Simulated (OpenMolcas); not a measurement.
Single-point calculation, with input and output: SiH₂O

SiH₂O, computed with HF/ANO-R0, RHF, sfX2C (OpenMolcas 26.06).

The geometry comes from this level: PBE0-D4/def2-TZVP.

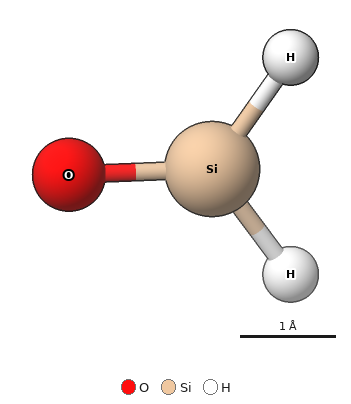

Figure 1. The structure as given in the input (ball-and-stick view, seen at a tilt). Bond lengths as drawn: H–Si 1.49 Å and O–Si 1.52 Å.

**Input file**
```
* H2OSi Hartree-Fock

&GATEWAY
 Coord=geom.xyz
 Basis=ANO-R0
 Group=NoSym

&SEWARD

&SCF
 PrOrbitals=0

&LOCALISATION
 Occupied
 Freeze
 Pipek-Mezey

&LOCALISATION
 FileOrb=$Project.LocOrb
 Virtual
 Pipek-Mezey
```

**File geom.xyz**
```
4

O     -0.283200     0.413500     1.469500
Si    -0.006700     0.009800     0.034900
H      0.439900    -1.346000    -0.376200
H     -0.150000     0.922700    -1.128300
```

Run on 1 thread of AMD EPYC (Zen 3), 128 GiB of memory available, shared host.

Run as:
```bash
export MOLCAS_MEM=1860
pymolcas step1.inp > step1.log
```

**What the program printed**
```
--- Start Module: gateway ---

                                              &GATEWAY

                       available to each process: 1.9 GB of memory, 1 thread

++    Symmetry information:
      ---------------------

                    Character Table for C1

                             E
                    a        1  x, y, xy, Rz, z, xz, Ry, yz, Rx, I
--

++    Basis set information:
      ----------------------

      Basis set label: O.ANO-R...2S1P.

      Electronic valence basis set:
      ------------------
      Associated Effective Charge   8.000000 au
      Associated Actual Charge      8.000000 au
      Nuclear Model: Finite nucleus - Gaussian distribution
        Gaussian exponent, Xi/bohr**(-2):  5.86314E+08

      Shell  nPrim  nBasis  Cartesian Spherical Contaminant
         s      13       2        X
         p       8       1        X

      Basis set label: SI.ANO-R...3S2P.

      Electronic valence basis set:
      ------------------
      Associated Effective Charge  14.000000 au
      Associated Actual Charge     14.000000 au
      Nuclear Model: Finite nucleus - Gaussian distribution
        Gaussian exponent, Xi/bohr**(-2):  4.34677E+08

      Shell  nPrim  nBasis  Cartesian Spherical Contaminant
         s      16       3        X
         p      11       2        X

      Basis set label: H.ANO-R...1S.

      Electronic valence basis set:
      ------------------
      Associated Effective Charge   1.000000 au
      Associated Actual Charge      1.000000 au
      Nuclear Model: Finite nucleus - Gaussian distribution
        Gaussian exponent, Xi/bohr**(-2):  2.12482E+09

      Shell  nPrim  nBasis  Cartesian Spherical Contaminant
         s       7       1        X
--

++    Molecular structure info:
      -------------------------

                    ************************************************
                    **** Cartesian Coordinates / bohr, angstrom ****
                    ************************************************

     Center  Label                x              y              z                     x              y              z
        1      O1              -0.535170       0.781402       2.776953             -0.283200       0.413500       1.469500
        2      SI2             -0.012661       0.018519       0.065951             -0.006700       0.009800       0.034900
        3      H3               0.831291      -2.543571      -0.710915              0.439900      -1.346000      -0.376200
        4      H4              -0.283459       1.743650      -2.132178             -0.150000       0.922700      -1.128300

                    ***************************************
                    *    InterNuclear Distances / bohr    *
                    ***************************************

               1 O1            2 SI2           3 H3            4 H4
    1 O1       0.000000
    2 SI2      2.864356        0.000000
    3 H3       5.008780        2.807149        0.000000
    4 H4       5.008876        2.807344        4.652196        0.000000

                    *******************************************
                    *    InterNuclear Distances / angstrom    *
                    *******************************************

               1 O1            2 SI2           3 H3            4 H4
    1 O1       0.000000
    2 SI2      1.515752        0.000000
    3 H3       2.650532        1.485479        0.000000
    4 H4       2.650583        1.485583        2.461836        0.000000

                    **************************************
                    *    Valence Bond Angles / degree    *
                    **************************************
                          Atom centers                 Phi
                      1 O1       2 SI2      3 H3       124.05
                      1 O1       2 SI2      4 H4       124.04
                      3 H3       2 SI2      4 H4       111.91
--

            Nuclear Potential Energy             52.48478998 au

--- Stop Module: gateway /rc=_RC_ALL_IS_WELL_ ---

--- Start Module: seward ---

                                              &SEWARD

                       available to each process: 1.9 GB of memory, 1 thread

               SEWARD will generate:
                  Multipole Moment integrals up to order  2
                  Kinetic Energy integrals
                  Nuclear Attraction integrals (finite nuclei - Gaussian type)
                  One-Electron Hamiltonian integrals
                  Velocity integrals
                  Relativistic X2C integrals
                  Orbital angular momentum around ( -0.1818   0.2655   0.9437 )
                  Velocity quadrupole around ( -0.1818   0.2655   0.9437 )
                  Atomic mean-field integrals
                  Two-Electron Repulsion integrals

                   Integrals are discarded if absolute value <: 1.00E-14
                   Integral cutoff threshold is set to       <: 1.00E-16

            Nuclear Potential Energy             52.48478998 au

      Basis set specifications :
      Symmetry species         a
      Basis functions           16

--- Stop Module: seward /rc=_RC_ALL_IS_WELL_ ---
--- Module seward spent 1 second ---

--- Start Module: scf ---

                                                &SCF

                       available to each process: 1.9 GB of memory, 1 thread

++    Input section:
      --------------

      Header of the integral files:

      Cartesian coordinates in angstrom:
      -----------------------------------------------------
      No.  Label        X            Y            Z
      -----------------------------------------------------
       1   O1        -0.28320000   0.41350000   1.46950000
       2   SI2       -0.00670000   0.00980000   0.03490000
       3   H3         0.43990000  -1.34600000  -0.37620000
       4   H4        -0.15000000   0.92270000  -1.12830000
      -----------------------------------------------------
      Nuclear repulsion energy =   52.48478998
--

++    Orbital specifications:
      -----------------------

      Symmetry species               1
                                     a
      Frozen orbitals                0
      Occupied orbitals             12
      Secondary orbitals             4
      Deleted orbitals               0
      Total number of orbitals      16
      Number of basis functions     16
--

      Molecular charge                           0.000

++    Optimization specifications:
      ----------------------------

      SCF Algorithm: Conventional
      Minimized density differences are used
      Number of density matrices in core                 5
      Maximum number of NDDO SCF iterations            400
      Maximum number of HF SCF iterations              400
      Threshold for SCF energy change             1.00E-09
      Threshold for density matrix                1.00E-04
      Threshold for Fock matrix                   1.50E-04
      Threshold for linear dependence             1.00E-09
      Threshold at which DIIS is turned on        1.50E-01
      Maximum depth in the DIIS procedure                5
      Maximum depth in the BFGS Hessian update          30
      Threshold at which QNR/C2DIIS is turned on  7.50E-02
      Threshold for Norm(delta) (QNR/C2DIIS)      1.00E-03
      All orbitals punched on: SCFORB
--

      Input vectors read from INPORB
      Orbital file label: *Guess orbitals

++ Convergence information
                                   SCF        iterations: Energy and convergence statistics

Iter     Tot. SCF        One-elec.       Two-elec.     Energy      Max Dij or  Max Fij      DNorm      TNorm      AccCon     Time
         Energy          Energy          Energy        Change      Delta Norm                                                in Sec.
   1  -364.626531613  -612.164612560   195.053290966   0.00E+00    9.98E-01*   2.62E-01*    6.67E+00   6.50E+01   None         0.
   2  -363.276806817  -600.516148660   184.754551861   1.35E+00*   4.86E-01*   1.78E-01*    8.31E+00   6.40E+01   EDIIS        0.
   3  -365.137758753  -607.748340190   190.125791455  -1.86E+00*   3.01E-01*   9.99E-02*    1.90E+00   6.46E+01   EDIIS        0.
   4  -365.139796922  -609.972444842   192.347857937  -2.04E-03*   6.91E-02*   5.59E-02*    4.36E-01   6.48E+01   EDIIS        0.
   5  -365.182947348  -608.803229618   191.135492288  -4.32E-02*   3.70E-02*   8.25E-03*    1.60E-01   6.47E+01   c2DIIS       0.
   6  -365.184042242  -608.814282267   191.145450042  -1.09E-03*   1.41E-02*   4.85E-03*    3.97E-02   6.47E+01   QNRc2DIIS    0.
   7  -365.184469224  -608.827765035   191.158505829  -4.27E-04*   3.43E-02*   4.92E-03*    5.73E-03   6.47E+01   QNRc2DIIS    0.
   8  -365.184766394  -608.760583821   191.091027445  -2.97E-04*   5.88E-03*   3.79E-03*    9.98E-03   6.47E+01   QNRc2DIIS    0.
   9  -365.184825671  -608.796116194   191.126500541  -5.93E-05*   2.29E-03*   1.09E-03*    3.26E-03   6.47E+01   QNRc2DIIS    0.
  10  -365.184831256  -608.797565967   191.127944728  -5.59E-06*   4.76E-04    1.22E-04     1.17E-03   6.47E+01   QNRc2DIIS    0.
  11  -365.184831394  -608.796487443   191.126866067  -1.37E-07*   7.79E-05    3.91E-05     3.20E-04   6.47E+01   QNRc2DIIS    0.
  12  -365.184831399  -608.796912956   191.127291575  -5.65E-09*   1.52E-06    1.08E-06     3.17E-05   6.47E+01   QNRc2DIIS    0.
  13  -365.184831399  -608.796919068   191.127297687  -5.12E-12    2.94E-07    1.93E-07     3.75E-05   6.47E+01   QNRc2DIIS    0.

       Convergence after  13 Iterations
--

 *****************************************************************************************************************************
 *                                             SCF/KS-DFT Program, Final results                                             *
 *                                                       Final Results                                                       *
 *****************************************************************************************************************************

::    Total SCF energy                               -365.1848313994
      One-electron energy                            -608.7969190680
      Two-electron energy                             191.1272976866
      Nuclear repulsion energy                         52.4847899819
      Kinetic energy (interpolated)                   370.4769104315
      Virial theorem                                    0.9857154957
      Total spin, S(S+1)                                0.0000000000
      Total spin, S                                     0.0000000000
      Max non-diagonal density matrix element           0.0000003958
      Max non-diagonal Fock matrix element              0.0000000694

      No orbitals printed

++    Molecular charges:
      ------------------

      Mulliken charges per centre
      ---------------------------

                O1      SI2     H3      H4
      Total    8.2880 13.5279  1.0921  1.0921

      N-E     -0.2880  0.4721 -0.0921 -0.0921

      Total electronic charge=   24.000000

      Total            charge=   -0.000000
--

++    Static properties:
      ------------------

      LoProp Charges per center

                   O1       SI2      H3       H4
      Nuclear      8.0000  14.0000   1.0000   1.0000
      Electronic  -8.1860 -13.6370  -1.0885  -1.0885

      Total       -0.1860   0.3630  -0.0885  -0.0885
--

++    Natural Bond Order analysis
      ---------------------------
      Based on LoProp computed density
      -------------------------------------------------------------------------------------
      Atom A       Atom B       Bond Order
      -------------------------------------------------------------------------------------
      NBO located      0.999 non-bonded electrons on atom O1
      NBO located      0.996 non-bonded electrons on atom SI2
      NBO located      0.997 non-bonded electrons on atom SI2
      NBO located      1.000 non-bonded electrons on atom SI2
      NBO located      1.000 non-bonded electrons on atom SI2
      NBO located      0.998 non-bonded electrons on atom SI2
      The remaining    6.789 electrons are to be considered as diffuse
--

++    Molecular properties:
      ---------------------

      Charge (e):
                      =   -0.0000
      Dipole Moment (debye):
      Origin of the operator (angstrom)=   -0.0962    0.1405    0.4994
                   X= -3.1786E-02               Y=  4.6339E-02               Z=  1.6545E-01           Total=  1.7473E-01
      Quadrupole Moment (debye*angstrom):
      Origin of the operator (angstrom)=   -0.0962    0.1405    0.4994
                  XX= -2.3494E+01              XY=  9.9391E-01              XZ=  4.5920E-01              YY= -2.6487E+01
                  YZ= -4.4885E-02              ZZ= -2.7227E+01
      In traceless form (debye*angstrom)
                  XX=  3.3635E+00              XY=  1.4909E+00              XZ=  6.8880E-01              YY= -1.1269E+00
                  YZ= -6.7328E-02              ZZ= -2.2366E+00
--

--- Stop Module: scf /rc=_RC_ALL_IS_WELL_ ---

--- Start Module: localisation ---

                                           &LOCALISATION

                       available to each process: 1.9 GB of memory, 1 thread

 Header from vector file:

* SCF orbitals

 Pipek-Mezey localisation
 Convergence threshold:   1.0000E-06 (functional)
 Convergence threshold:   1.0000E-02 (gradient)
 Screening threshold  :   1.0000E-10 (orbital rotations)
 Frozen orbitals      :      3
 Orbitals to localise :      9

 CPU  time for localisation procedure:      0.00 seconds

++    Molecular orbitals:
      -------------------

      Title: Final localised MO's

      Molecular orbitals for symmetry species 1: a

      Basis set list:
        1 O1     1s                  9 SI2    2px
        2 O1     2s                 10 SI2    3px
        3 O1     2px                11 SI2    2py
        4 O1     2py                12 SI2    3py
        5 O1     2pz                13 SI2    2pz
        6 SI2    1s                 14 SI2    3pz
        7 SI2    2s                 15 H3     1s
        8 SI2    3s                 16 H4     1s

  Index Energy  Occupation Coefficients ...

    1  -69.1360    2.0000          6 SI2    1s     ( 0.999),

    2  -20.4300    2.0000          1 O1     1s     ( 1.000),

    3   -6.3468    2.0000          7 SI2    2s     ( 0.999),

    4    0.0000    2.0000         13 SI2    2pz    (-0.948),

    5    0.0000    2.0000         11 SI2    2py    ( 0.922),

    6    0.0000    2.0000          9 SI2    2px    (-0.954),

    7    0.0000    2.0000          2 O1     2s     ( 0.934),

    8    0.0000    2.0000          8 SI2    3s     ( 0.386),    15 H3     1s     ( 0.624),

    9    0.0000    2.0000          4 O1     2py    ( 0.858),

   10    0.0000    2.0000          5 O1     2pz    (-0.656),

   11    0.0000    2.0000          3 O1     2px    (-0.631),    10 SI2    3px    (-0.592),

   12    0.0000    2.0000          8 SI2    3s     (-0.386),    16 H4     1s     (-0.624),

   13    0.0684    0.0000          3 O1     2px    (-0.745),    10 SI2    3px    ( 0.776),

   14    0.1073    0.0000          8 SI2    3s     (-1.374),    15 H3     1s     ( 0.933),    16 H4     1s     ( 0.933),

   15    0.2686    0.0000         12 SI2    3py    ( 1.348),    15 H3     1s     ( 1.112),    16 H4     1s     (-1.112),

   16    0.3340    0.0000          2 O1     2s     (-0.796),     5 O1     2pz    ( 0.605),    14 SI2    3pz    ( 1.125),

--

--- Stop Module: localisation /rc=_RC_ALL_IS_WELL_ ---

--- Start Module: localisation ---

                                           &LOCALISATION

                       available to each process: 1.9 GB of memory, 1 thread

 Header from vector file:

*Localised orbitals

 Pipek-Mezey localisation
 Convergence threshold:   1.0000E-06 (functional)
 Convergence threshold:   1.0000E-02 (gradient)
 Screening threshold  :   1.0000E-10 (orbital rotations)
 Frozen orbitals      :     12
 Orbitals to localise :      4

 CPU  time for localisation procedure:      0.00 seconds

++    Molecular orbitals:
      -------------------

      Title: Final localised MO's

      Molecular orbitals for symmetry species 1: a

      Basis set list:
        1 O1     1s                  9 SI2    2px
        2 O1     2s                 10 SI2    3px
        3 O1     2px                11 SI2    2py
        4 O1     2py                12 SI2    3py
        5 O1     2pz                13 SI2    2pz
        6 SI2    1s                 14 SI2    3pz
        7 SI2    2s                 15 H3     1s
        8 SI2    3s                 16 H4     1s

  Index Energy  Occupation Coefficients ...

    1  -69.1360    2.0000          6 SI2    1s     ( 0.999),

    2  -20.4300    2.0000          1 O1     1s     ( 1.000),

    3   -6.3468    2.0000          7 SI2    2s     ( 0.999),

    4    0.0000    2.0000         13 SI2    2pz    (-0.948),

    5    0.0000    2.0000         11 SI2    2py    ( 0.922),

    6    0.0000    2.0000          9 SI2    2px    (-0.954),

    7    0.0000    2.0000          2 O1     2s     ( 0.934),

    8    0.0000    2.0000          8 SI2    3s     ( 0.386),    15 H3     1s     ( 0.624),

    9    0.0000    2.0000          4 O1     2py    ( 0.858),

   10    0.0000    2.0000          5 O1     2pz    (-0.656),

   11    0.0000    2.0000          3 O1     2px    (-0.631),    10 SI2    3px    (-0.592),

   12    0.0000    2.0000          8 SI2    3s     (-0.386),    16 H4     1s     (-0.624),

   13    0.0000    0.0000          3 O1     2px    (-0.745),    10 SI2    3px    ( 0.776),

   14    0.0000    0.0000          8 SI2    3s     (-0.894),    12 SI2    3py    (-0.810),    14 SI2    3pz    ( 0.826),    16 H4     1s     ( 1.466),

   15    0.0000    0.0000          8 SI2    3s     ( 0.894),    12 SI2    3py    (-1.097),    15 H3     1s     (-1.466),

   16    0.0000    0.0000          2 O1     2s     ( 0.785),     5 O1     2pz    (-0.652),     8 SI2    3s     (-0.655),    14 SI2    3pz    (-0.995),

--

--- Stop Module: localisation /rc=_RC_ALL_IS_WELL_ ---

.##################.
.# Happy landing! #.
.##################.

    Timing: Wall=3.16 User=2.18 System=0.81
```

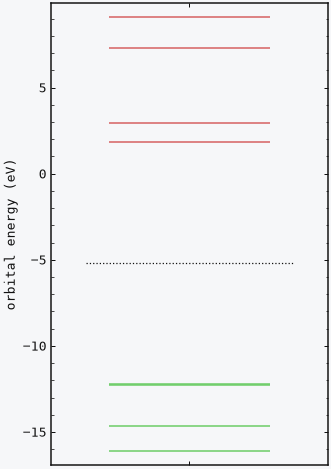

Figure 2. Orbital energies near the frontier; the dotted line parts filled from empty levels, and levels within 0.02 eV of each other stand side by side. Highest filled −12.21 eV, lowest empty 1.86 eV, 14.07 eV apart.

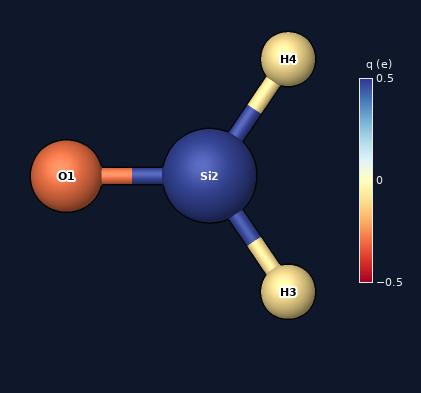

Figure 3. Mulliken charges, as the colour of each atom (ball-and-stick view, seen on its broad side; atoms are numbered from 1 in the order of the input). By element: O −0.29, Si +0.47 and H −0.09 e.

**Results in brief**

| quantity | value |
| --- | --- |
| outcome | converged |
| total energy | −365.184831 hartree |
| basis functions | 16 |
| HOMO | −12.21 eV |
| LUMO | 1.86 eV |
| dipole moment | 0.17 debye |
| wall time | 3.6 s |
| peak memory | 0.37 GiB |
